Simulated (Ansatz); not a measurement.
# CH₄BF: one molecule under many settings

Aim: run CH₄BF under a spread of inputs, and see what each costs and gives.

Computed with Ansatz 0.2.0, Gaussian basis. Level: the settings change from run to run.

## 1. The relaxed structure

An earlier PBE0-D4 in a triple-zeta def2 set relaxation fixed the geometry.

SMILES `CBF`, 7 atoms, charge 0, spin multiplicity 1.

Atoms are counted from 1 here; the program's logs count them from 0.

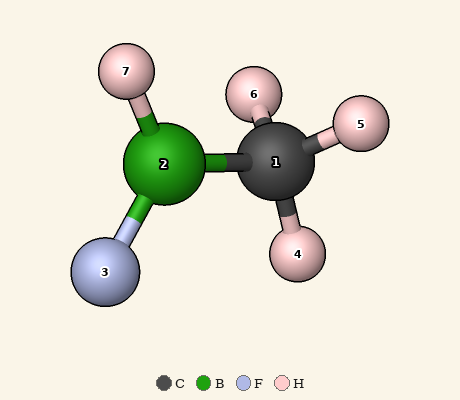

The geometry (carbon dark grey, boron green, fluorine light blue, hydrogen pink); atoms are numbered from 1 in the order of the file.

## 2. r2SCAN/cc-pVDZ

Options: multiplicity 3, D4 dispersion, high accuracy.

The input, in.yaml:

```yaml
crystal:
  periodic: [false, false, false]
  atoms:
    - {symbol: C, position_ang: [-0.563616, 0.331581, -0.177025]}
    - {symbol: B, position_ang: [0.730182, -0.433208, 0.213996]}
    - {symbol: F, position_ang: [1.017763, -1.601568, -0.344417]}
    - {symbol: H, position_ang: [-1.175269, -0.181815, -0.920384]}
    - {symbol: H, position_ang: [-0.302579, 1.326637, -0.555530]}
    - {symbol: H, position_ang: [-1.168630, 0.516023, 0.718077]}
    - {symbol: H, position_ang: [1.523348, -0.025551, 1.019581]}
basis:
  gaussian: {orbitals: cc-pVDZ}
magnetization: {spin_polarized: true, initial_magnetization: 2}
hamiltonian: {xc: {name: r2SCAN}, dispersion: d4}
accuracy: high
output: {forces: true}
```

The run is started by

```sh
$ ansatz run in.yaml --threads 2 --pin off --events-out ev --progress --plain --max-ram 32768MiB --backend cpu
```

Output, shortened:

```text
Functional definition: r2SCAN
  name "r2SCAN"
  cite "Furness, Kaplan, Ning, Perdew & Sun, J. Phys. Chem. Lett. 11, 8208 (2020) doi:10.1021/acs.jpclett.0c02405"
  cite "Furness, Kaplan, Ning, Perdew & Sun, J. Phys. Chem. Lett. 11, 9248 (2020) doi:10.1021/acs.jpclett.0c03077"
  parent r2scan
[...]
1422 factors; integrals over basis functions are off by at most 3.4e-9 eV
[...]
mean field -4488.92026572 eV, -164.9647770659 hartree, gradient 2.1e-8 eV, S^2 2.005375; 0 other end points of the search recorded, 0 dependent functions left out
[...]
reference -4488.92026755 eV, -164.9647771330 hartree; 13, 11 occupied and 49, 51 virtual orbitals, 1422 factors
Total energy: -4488.93659312 eV, -164.9653770866 hartree
Atom 0 at    -0.563616     0.331581    -0.177025 Å, force    -1.891093     2.584095     0.355813 eV/Å
Atom 1 at     0.730182    -0.433208     0.213996 Å, force     0.661866    -0.975908    -0.164080 eV/Å
Atom 2 at     1.017763    -1.601568    -0.344417 Å, force     0.654903    -2.001377    -0.847976 eV/Å
Atom 3 at    -1.175269    -0.181815    -0.920384 Å, force     0.339978    -0.696962    -0.208001 eV/Å
Atom 4 at    -0.302579     1.326637    -0.555530 Å, force     0.074289     0.305913    -0.297448 eV/Å
Atom 5 at    -1.168630     0.516023     0.718077 Å, force    -0.317400    -0.067920     0.284244 eV/Å
Atom 6 at     1.523348    -0.025551     1.019581 Å, force     0.477456     0.852159     0.877449 eV/Å
Dipole moment:    -0.213573     0.267113     0.025686 e Å
```

Wall time 5.5 s (2 threads of AMD EPYC 7R13, shared host).

Largest force 3.222 eV/Å, dipole 1.65 D, ⟨S²⟩ 2.005.

## 3. SVWN5/pcseg-2

in.yaml, as its differences from that of step 2:

```diff
@@ -11,6 +11,4 @@
 basis:
-  gaussian: {orbitals: cc-pVDZ}
-magnetization: {spin_polarized: true, initial_magnetization: 2}
-hamiltonian: {xc: {name: r2SCAN}, dispersion: d4}
-accuracy: high
+  gaussian: {orbitals: pcseg-2}
+hamiltonian: {xc: {name: SVWN5}}
 output: {forces: true}
```

The command is unchanged.

Output, shortened:

```text
Functional definition: SVWN5
  name "SVWN5"
  cite "Dirac, Proc. Camb. Phil. Soc. 26, 376 (1930) doi:10.1017/S0305004100016108"
  cite "Slater, Phys. Rev. 81, 385 (1951) doi:10.1103/PhysRev.81.385"
  cite "Vosko, Wilk & Nusair, Can. J. Phys. 58, 1200 (1980) doi:10.1139/p80-159"
[...]
701 factors; their error is unknown
[...]
mean field -4463.02240177 eV, -164.0130481198 hartree, gradient 4.7e-5 eV, S^2 0.000000; 0 other end points of the search recorded, 0 dependent functions left out
[...]
reference -4463.02244242 eV, -164.0130496137 hartree; 12, 12 occupied and 134, 134 virtual orbitals, 701 factors
Total energy: -4463.02244242 eV, -164.0130496137 hartree
Atom 0 at    -0.563616     0.331581    -0.177025 Å, force     0.491080    -0.381316     0.090405 eV/Å
Atom 1 at     0.730182    -0.433208     0.213996 Å, force    -0.354914    -0.041099    -0.268627 eV/Å
Atom 2 at     1.017763    -1.601568    -0.344417 Å, force    -0.065996     0.179616     0.070931 eV/Å
Atom 3 at    -1.175269    -0.181815    -0.920384 Å, force    -0.155953    -0.144515    -0.198596 eV/Å
Atom 4 at    -0.302579     1.326637    -0.555530 Å, force     0.066363     0.258657    -0.066084 eV/Å
Atom 5 at    -1.168630     0.516023     0.718077 Å, force    -0.134378     0.070534     0.229682 eV/Å
Atom 6 at     1.523348    -0.025551     1.019581 Å, force     0.153798     0.058123     0.142289 eV/Å
Dipole moment:    -0.164312     0.225219     0.032693 e Å
```

Run time: 0.96 s. Hardware: 2 threads of AMD EPYC 7R13, shared host.

Largest force 0.628 eV/Å, dipole 1.35 D.

## 4. CAM-B3LYP/STO-3G

in.yaml, as its differences from that of step 3:

```diff
@@ -11,4 +11,4 @@
 basis:
-  gaussian: {orbitals: pcseg-2}
-hamiltonian: {xc: {name: SVWN5}}
+  gaussian: {orbitals: STO-3G}
+hamiltonian: {xc: {name: CAM-B3LYP}}
 output: {forces: true}
```

Launched as before.

Output, shortened:

```text
Functional definition: CAM-B3LYP
  name "CAM-B3LYP"
  cite "Yanai, Tew & Handy, Chem. Phys. Lett. 393, 51 (2004) doi:10.1016/j.cplett.2004.06.011"
  cite "Iikura, Tsuneda, Yanai & Hirao, J. Chem. Phys. 115, 3540 (2001) doi:10.1063/1.1383587"
  cite "Becke, Phys. Rev. A 38, 3098 (1988) doi:10.1103/PhysRevA.38.3098"
  cite "Lee, Yang & Parr, Phys. Rev. B 37, 785 (1988) doi:10.1103/PhysRevB.37.785"
  cite "Vosko, Wilk & Nusair, Can. J. Phys. 58, 1200 (1980) doi:10.1139/p80-159"
[...]
  # Exact exchange under (alpha + beta erf(omega r))/r, Becke's under what is left of 1/r.
[...]
260 factors; integrals over basis functions are off by at most 7.4e-5 eV
111 factors; integrals over basis functions are off by at most 1.9e-6 eV
[...]
mean field -4433.92180203 eV, -162.9436208044 hartree, gradient 7.1e-5 eV, S^2 0.000000; 0 other end points of the search recorded, 0 dependent functions left out
[...]
reference -4433.92187111 eV, -162.9436233432 hartree; 12, 12 occupied and 7, 7 virtual orbitals, 260 factors
Total energy: -4433.92187111 eV, -162.9436233432 hartree
Atom 0 at    -0.563616     0.331581    -0.177025 Å, force    -0.364511     0.601418     0.130106 eV/Å
Atom 1 at     0.730182    -0.433208     0.213996 Å, force     1.391368    -1.306609     0.110303 eV/Å
Atom 2 at     1.017763    -1.601568    -0.344417 Å, force    -0.232061     0.821697     0.372533 eV/Å
Atom 3 at    -1.175269    -0.181815    -0.920384 Å, force    -0.100693    -0.040704    -0.092788 eV/Å
Atom 4 at    -0.302579     1.326637    -0.555530 Å, force    -0.015234     0.038700    -0.142163 eV/Å
Atom 5 at    -1.168630     0.516023     0.718077 Å, force    -0.129294    -0.070044     0.026903 eV/Å
Atom 6 at     1.523348    -0.025551     1.019581 Å, force    -0.549575    -0.044458    -0.404893 eV/Å
Dipole moment:    -0.060536     0.011569    -0.034405 e Å
```

Wall time 0.5 s (2 threads of AMD EPYC 7R13, shared host).

Largest force 1.912 eV/Å, dipole 0.34 D.

## 5. wPBEh/def2-TZVP

Options: atoms shaken by 0.08 Å, the search for lower states set to full.

The input, in.yaml:

```yaml
crystal:
  periodic: [false, false, false]
  atoms:
    - {symbol: C, position_ang: [-0.528561, 0.368108, -0.206905]}
    - {symbol: B, position_ang: [0.762553, -0.481770, 0.078238]}
    - {symbol: F, position_ang: [0.916196, -1.551225, -0.435930]}
    - {symbol: H, position_ang: [-1.132310, -0.268386, -0.915817]}
    - {symbol: H, position_ang: [-0.382927, 1.277557, -0.630799]}
    - {symbol: H, position_ang: [-1.178773, 0.382314, 0.829413]}
    - {symbol: H, position_ang: [1.625016, 0.017946, 0.938570]}
basis:
  gaussian: {orbitals: def2-TZVP}
hamiltonian: {xc: {name: wPBEh}}
scf: {lower_state_search: full}
output: {forces: true}
```

Launched as before.

Output, shortened:

```text
Functional definition: wPBEh
  name "wPBEh"
  cite "Heyd, Scuseria & Ernzerhof, J. Chem. Phys. 118, 8207 (2003) doi:10.1063/1.1564060"
  cite "Krukau, Vydrov, Izmaylov & Scuseria, J. Chem. Phys. 125, 224106 (2006) doi:10.1063/1.2404663"
  cite "Heyd & Scuseria, J. Chem. Phys. 120, 7274 (2004) doi:10.1063/1.1668634"
  cite "Ernzerhof & Perdew, J. Chem. Phys. 109, 3313 (1998) doi:10.1063/1.476928"
  cite "Perdew, Burke & Ernzerhof, Phys. Rev. Lett. 77, 3865 (1996) doi:10.1103/PhysRevLett.77.3865"
  parent pbe
[...]
681 factors; their error is unknown
60 factors; integrals over basis functions are off by at most 5.8e-7 eV
[...]
mean field -4493.17871018 eV, -165.1212720131 hartree, gradient 9.4e-6 eV, S^2 0.000000; 0 other end points of the search recorded, 0 dependent functions left out
[...]
reference -4493.17874509 eV, -165.1212732960 hartree; 12, 12 occupied and 105, 105 virtual orbitals, 681 factors
Total energy: -4493.17874509 eV, -165.1212732960 hartree
Atom 0 at    -0.528561     0.368108    -0.206905 Å, force    -2.391411    -4.485918     2.522761 eV/Å
Atom 1 at     0.762553    -0.481770     0.078238 Å, force    -0.256706     8.313646     4.701640 eV/Å
Atom 2 at     0.916196    -1.551225    -0.435930 Å, force     1.346589    -7.070056    -3.190560 eV/Å
Atom 3 at    -1.132310    -0.268386    -0.915817 Å, force     0.220050     0.769577     0.526504 eV/Å
Atom 4 at    -0.382927     1.277557    -0.630799 Å, force     0.335285     3.060623    -0.832872 eV/Å
Atom 5 at    -1.178773     0.382314     0.829413 Å, force     1.626471     0.393966    -2.497792 eV/Å
Atom 6 at     1.625016     0.017946     0.938570 Å, force    -0.880278    -0.981837    -1.229680 eV/Å
Dipole moment:    -0.106908     0.053723    -0.045135 e Å
```

Wall time 1.7 s (2 threads of AMD EPYC 7R13, shared host).

Largest force 9.554 eV/Å, dipole 0.61 D.

## 6. CCSD/ANO-RCC-VTZP

This run has charge +1, multiplicity 2, correlated electrons set to all, 2 DIIS vectors.

The input, in.yaml:

```yaml
crystal:
  periodic: [false, false, false]
  atoms:
    - {symbol: C, position_ang: [-0.563616, 0.331581, -0.177025]}
    - {symbol: B, position_ang: [0.730182, -0.433208, 0.213996]}
    - {symbol: F, position_ang: [1.017763, -1.601568, -0.344417]}
    - {symbol: H, position_ang: [-1.175269, -0.181815, -0.920384]}
    - {symbol: H, position_ang: [-0.302579, 1.326637, -0.555530]}
    - {symbol: H, position_ang: [-1.168630, 0.516023, 0.718077]}
    - {symbol: H, position_ang: [1.523348, -0.025551, 1.019581]}
basis:
  gaussian: {orbitals: ANO-RCC-VTZP}
total_charge: 1
magnetization: {spin_polarized: true, initial_magnetization: 1}
hamiltonian: {xc: {name: HF}}
correlation: {method: ccsd, electrons: all, diis_vectors: 2}
```

The run is started by

```sh
$ ansatz run in.yaml --threads 2 --pin off --events-out ev --progress --plain --max-ram 32768MiB --backend cuda --devices 0, --max-vram 18GiB
```

Output, shortened:

```text
Functional definition: HF
  name "HF"
  cite "Fock, Z. Phys. 61, 126 (1930) doi:10.1007/BF01340294"
  parent pbe
[...]
850 factors; integrals over basis functions are off by at most 1.1e-3 eV
[...]
mean field -4466.57606273 eV, -164.1436427513 hartree, gradient 2.7e-6 eV, S^2 0.773335; 5 other end points of the search recorded, 0 dependent functions left out
determinant -4466.57606273 eV, -164.1436427513 hartree, with singles and doubles -4482.76419080 eV, -164.7385454854 hartree
determinant -4464.62267141 eV, -164.0718569442 hartree, with singles and doubles -4480.59681293 eV, -164.6588958176 hartree
determinant -4464.50979571 eV, -164.0677088389 hartree, with singles and doubles -4480.36418866 eV, -164.6503470333 hartree
determinant -4463.82832547 eV, -164.0426652697 hartree, with singles and doubles -4478.98682104 eV, -164.5997297068 hartree
reference -4466.57606273 eV, -164.1436427513 hartree; 12, 11 occupied and 134, 135 virtual orbitals, 850 factors
second order -15.34296572 eV of doubles, -0.00000000 eV of singles
cycle   1  -16.10005495 eV  change    -2.0e0 eV  update   2.3e-2
[...]
cycle  14  -16.14765522 eV  change   -1.7e-6 eV  update   2.5e-5
Total energy: -4482.72371795 eV, -164.7370581355 hartree
Relativity: scalar
```

Run time: 15 s. Hardware: 1 × H100 (card shared with other runs) with 2 threads of AMD EPYC 7R13, shared host; peak host memory 0.9 GiB.

⟨S²⟩ 0.773, T1 0.027.

## 7. wB97M-V/cc-pVDZ

Options: atoms shaken by 0.15 Å.

The input, in.yaml:

```yaml
crystal:
  periodic: [false, false, false]
  atoms:
    - {symbol: C, position_ang: [-0.819570, 0.633869, -0.287623]}
    - {symbol: B, position_ang: [0.648348, -0.659475, 0.119830]}
    - {symbol: F, position_ang: [1.241291, -1.637205, -0.512138]}
    - {symbol: H, position_ang: [-1.012668, -0.148127, -0.768946]}
    - {symbol: H, position_ang: [-0.159153, 1.307259, -0.506432]}
    - {symbol: H, position_ang: [-1.024941, 0.789820, 0.632042]}
    - {symbol: H, position_ang: [1.639220, 0.035983, 1.224978]}
basis:
  gaussian: {orbitals: cc-pVDZ}
hamiltonian: {xc: {name: wB97M-V}}
output: {forces: true}
```

The run is started by

```sh
$ ansatz run in.yaml --threads 2 --pin off --events-out ev --progress --plain --max-ram 32768MiB --backend cpu
```

Output, shortened:

```text
Functional definition: wB97M-V
  name "wB97M-V"
  cite "Mardirossian & Head-Gordon, J. Chem. Phys. 144, 214110 (2016) doi:10.1063/1.4952647"
  cite "Becke, J. Chem. Phys. 107, 8554 (1997) doi:10.1063/1.475007"
  cite "Vydrov & Van Voorhis, J. Chem. Phys. 133, 244103 (2010) doi:10.1063/1.3521275"
  # Of w^i u^j: cxij and so on, Table III.
[...]
  gx(w, u) = 1 - cx + cx01*u + cx10*w
  gss(w, u) = css00 + css04*u^4 + css10*w + css20*w^2 + css43*w^4*u^3
  gos(w, u) = cos00 + cos10*w + (cos20 + cos21*u)*w^2 + (cos60 + cos61*u)*w^6
[...]
      + integral(e_c_pw_mod_opposite_spin*gos(b97_w_opposite, b97_u_opposite)) + vv10(b, c)
563 factors; integrals over basis functions are off by at most 9.2e-4 eV
187 factors; integrals over basis functions are off by at most 1.3e-5 eV
[...]
mean field -4489.81235321 eV, -164.9975606765 hartree, gradient 5.3e-5 eV, S^2 0.000000; 0 other end points of the search recorded, 0 dependent functions left out
[...]
reference -4489.81238643 eV, -164.9975618973 hartree; 12, 12 occupied and 50, 50 virtual orbitals, 563 factors
Total energy: -4489.81238643 eV, -164.9975618973 hartree
Atom 0 at    -0.819570     0.633869    -0.287623 Å, force     3.664411    -1.943887     0.951179 eV/Å
Atom 1 at     0.648348    -0.659475     0.119830 Å, force     1.698828     5.035744     2.876559 eV/Å
Atom 2 at     1.241291    -1.637205    -0.512138 Å, force    -0.747075    -0.450241    -0.421982 eV/Å
Atom 3 at    -1.012668    -0.148127    -0.768946 Å, force    -3.761675    -6.031649    -5.488776 eV/Å
Atom 4 at    -0.159153     1.307259    -0.506432 Å, force     4.062526     4.480126    -2.766814 eV/Å
Atom 5 at    -1.024941     0.789820     0.632042 Å, force    -2.771021     0.705524     6.952696 eV/Å
Atom 6 at     1.639220     0.035983     1.224978 Å, force    -2.145993    -1.795618    -2.102862 eV/Å
Dipole moment:    -0.166530    -0.065225    -0.079723 e Å
```

Wall time 3.6 s (2 threads of AMD EPYC 7R13, shared host).

Largest force 8.981 eV/Å, dipole 0.94 D.

## 8. BHLYP/ANO-RCC-VTZP

Set apart from the defaults: coordinates scaled by 1.05, a grid of angular degree 23, finite nuclei, high accuracy.

The input, in.yaml:

```yaml
crystal:
  periodic: [false, false, false]
  atoms:
    - {symbol: C, position_ang: [-0.591797, 0.348160, -0.185876]}
    - {symbol: B, position_ang: [0.766691, -0.454868, 0.224696]}
    - {symbol: F, position_ang: [1.068651, -1.681646, -0.361638]}
    - {symbol: H, position_ang: [-1.234032, -0.190905, -0.966403]}
    - {symbol: H, position_ang: [-0.317708, 1.392969, -0.583306]}
    - {symbol: H, position_ang: [-1.227062, 0.541824, 0.753981]}
    - {symbol: H, position_ang: [1.599516, -0.026828, 1.070560]}
basis:
  gaussian: {orbitals: ANO-RCC-VTZP, final_grid: {core_spheres: 8, valence_spheres: 7, degree: 23}, nuclear_model: gaussian}
hamiltonian: {xc: {name: BHLYP}}
accuracy: high
```

Same command.

Output:

```text
Functional definition: BHLYP
  name "BHLYP"
  cite "Becke, J. Chem. Phys. 98, 1372 (1993) doi:10.1063/1.464304"
  cite "Becke, Phys. Rev. A 38, 3098 (1988) doi:10.1103/PhysRevA.38.3098"
  cite "Lee, Yang & Parr, Phys. Rev. B 37, 785 (1988) doi:10.1103/PhysRevB.37.785"
  parameter a = 0.5
  exchange = (1 - a)*b88_x + a*exact_x
  correlation = lyp_c
2806 factors; integrals over basis functions are off by at most 2.9e-9 eV
mean field evaluation 1: about -4496.1524 eV, gradient 4.2e1 eV
mean field evaluation 2: about -4496.7594 eV, gradient 3.9e1 eV
mean field evaluation 4: about -4499.5859 eV, gradient 1.6e0 eV
mean field evaluation 8: about -4499.5906 eV, gradient 2.2e-2 eV
mean field evaluation 16: about -4499.5906 eV, gradient 1.4e-6 eV
mean field -4499.59060574 eV, -165.3569048289 hartree, gradient 3.7e-8 eV, S^2 0.000000; 0 other end points of the search recorded, 0 dependent functions left out
reference -4499.59063148 eV, -165.3569057747 hartree; 12, 12 occupied and 134, 134 virtual orbitals, 2806 factors
Total energy: -4499.59063148 eV, -165.3569057747 hartree
Relativity: scalar
```

Wall time 32 s (2 threads of AMD EPYC 7R13, shared host); peak memory 0.59 GiB.

## 9. B3LYP5/def2-mTZVP

Set apart from the defaults: a grid of angular degree 23, high accuracy.

The input, in.yaml:

```yaml
crystal:
  periodic: [false, false, false]
  atoms:
    - {symbol: C, position_ang: [-0.563616, 0.331581, -0.177025]}
    - {symbol: B, position_ang: [0.730182, -0.433208, 0.213996]}
    - {symbol: F, position_ang: [1.017763, -1.601568, -0.344417]}
    - {symbol: H, position_ang: [-1.175269, -0.181815, -0.920384]}
    - {symbol: H, position_ang: [-0.302579, 1.326637, -0.555530]}
    - {symbol: H, position_ang: [-1.168630, 0.516023, 0.718077]}
    - {symbol: H, position_ang: [1.523348, -0.025551, 1.019581]}
basis:
  gaussian: {orbitals: def2-mTZVP, final_grid: {core_spheres: 8, valence_spheres: 7, degree: 23}}
hamiltonian: {xc: {name: B3LYP5}}
accuracy: high
```

The command is unchanged.

Output, shortened:

```text
Functional definition: B3LYP5
  name "B3LYP5"
  cite "Stephens, Devlin, Chabalowski & Frisch, J. Phys. Chem. 98, 11623 (1994) doi:10.1021/j100096a001"
  cite "Becke, Phys. Rev. A 38, 3098 (1988) doi:10.1103/PhysRevA.38.3098"
  cite "Lee, Yang & Parr, Phys. Rev. B 37, 785 (1988) doi:10.1103/PhysRevB.37.785"
  cite "Vosko, Wilk & Nusair, Can. J. Phys. 58, 1200 (1980) doi:10.1139/p80-159"
[...]
1448 factors; integrals over basis functions are off by at most 4.1e-9 eV
[...]
mean field -4496.47415711 eV, -165.2423774543 hartree, gradient 1.3e-8 eV, S^2 0.000000; 0 other end points of the search recorded, 0 dependent functions left out
reference -4496.47420383 eV, -165.2423791712 hartree; 12, 12 occupied and 57, 57 virtual orbitals, 1448 factors
Total energy: -4496.47420383 eV, -165.2423791712 hartree
```

It took 1.5 s on 2 threads of AMD EPYC 7R13, shared host.

## 10. BLYP/pcseg-2

Set apart from the defaults: charge +1, multiplicity 2, atoms shaken by 0.15 Å, D3(BJ) dispersion.

The input, in.yaml:

```yaml
crystal:
  periodic: [false, false, false]
  atoms:
    - {symbol: C, position_ang: [-0.458256, 0.338115, -0.083333]}
    - {symbol: B, position_ang: [0.827985, -0.679892, 0.331627]}
    - {symbol: F, position_ang: [1.015464, -1.524425, -0.643214]}
    - {symbol: H, position_ang: [-1.074153, -0.205017, -0.587953]}
    - {symbol: H, position_ang: [-0.353225, 1.643590, -0.582176]}
    - {symbol: H, position_ang: [-1.391458, 0.947091, 0.768908]}
    - {symbol: H, position_ang: [1.266224, -0.178317, 0.884433]}
basis:
  gaussian: {orbitals: pcseg-2}
total_charge: 1
magnetization: {spin_polarized: true, initial_magnetization: 1}
hamiltonian: {xc: {name: BLYP}, dispersion: d3bj}
output: {forces: true}
```

Launched as before.

Output, shortened:

```text
Functional definition: BLYP
  name "BLYP"
  cite "Becke, Phys. Rev. A 38, 3098 (1988) doi:10.1103/PhysRevA.38.3098"
  cite "Lee, Yang & Parr, Phys. Rev. B 37, 785 (1988) doi:10.1103/PhysRevB.37.785"
[...]
701 factors; their error is unknown
[...]
mean field -4481.21898573 eV, -164.6817602463 hartree, gradient 1.9e-5 eV, S^2 0.752649; 3 other end points of the search recorded, 0 dependent functions left out
[...]
reference -4481.21927519 eV, -164.6817708838 hartree; 12, 11 occupied and 134, 135 virtual orbitals, 701 factors
Total energy: -4481.40194816 eV, -164.6884839914 hartree
Atom 0 at    -0.458256     0.338115    -0.083333 Å, force    -0.073907     9.026701     4.025196 eV/Å
Atom 1 at     0.827985    -0.679892     0.331627 Å, force    -9.440765    -9.476286   -15.608471 eV/Å
Atom 2 at     1.015464    -1.524425    -0.643214 Å, force     0.314645    -0.256658     1.600412 eV/Å
Atom 3 at    -1.074153    -0.205017    -0.587953 Å, force    -4.109889    -4.255631    -2.994509 eV/Å
Atom 4 at    -0.353225     1.643590    -0.582176 Å, force     0.939000    -3.408426     1.472463 eV/Å
Atom 5 at    -1.391458     0.947091     0.768908 Å, force     2.319198    -1.720921    -1.917005 eV/Å
Atom 6 at     1.266224    -0.178317     0.884433 Å, force    10.051719    10.091221    13.421915 eV/Å
Dipole moment:    -0.412111     0.635704     0.364218 e Å
```

Wall time 4 s (2 threads of AMD EPYC 7R13, shared host).

Largest force 20.556 eV/Å, ⟨S²⟩ 0.753.

## 11. The runs in one table

| level | charge | multiplicity | geometry | functions | energy (eV) | time |
| --- | --- | --- | --- | --- | --- | --- |
| r2SCAN/cc-pVDZ | 0 | 3 | relaxed | 62 | -4488.937 | 5.5 s |
| SVWN5/pcseg-2 | 0 | 1 | relaxed | 146 | -4463.022 | 0.96 s |
| CAM-B3LYP/STO-3G | 0 | 1 | relaxed | 19 | -4433.922 | 0.5 s |
| wPBEh/def2-TZVP | 0 | 1 | shaken | 117 | -4493.179 | 1.7 s |
| CCSD/ANO-RCC-VTZP | 1 | 2 | relaxed | 146 | -4482.724 | 15 s |
| wB97M-V/cc-pVDZ | 0 | 1 | shaken | 62 | -4489.812 | 3.6 s |
| BHLYP/ANO-RCC-VTZP | 0 | 1 | scaled | 146 | -4499.591 | 32 s |
| B3LYP5/def2-mTZVP | 0 | 1 | relaxed | 69 | -4496.474 | 1.5 s |
| BLYP/pcseg-2 | 1 | 2 | shaken | 146 | -4481.402 | 4 s |

## 12. What came out

```
                                         quantity                     value
                                             runs                         9
                                         quickest   CAM-B3LYP/STO-3G, 0.5 s
                                          slowest  BHLYP/ANO-RCC-VTZP, 32 s
spread of total energies, same state and geometry                   62.6 eV
                  dipole, same state and geometry            0.34 to 1.35 D
```

What this shows: BHLYP/ANO-RCC-VTZP took 64 times as long as CAM-B3LYP/STO-3G. The jobs differ in tasks and options as well as level. Total energies at one charge and spin differ by 63 eV between levels, so only differences within one level mean anything. At the PBE0-D4/def2-TZVP geometry and in the same state, runs without warnings or point charges leave forces up to 1.91 eV/Å (CAM-B3LYP/STO-3G), against 9.6 eV/Å where the atoms were moved.
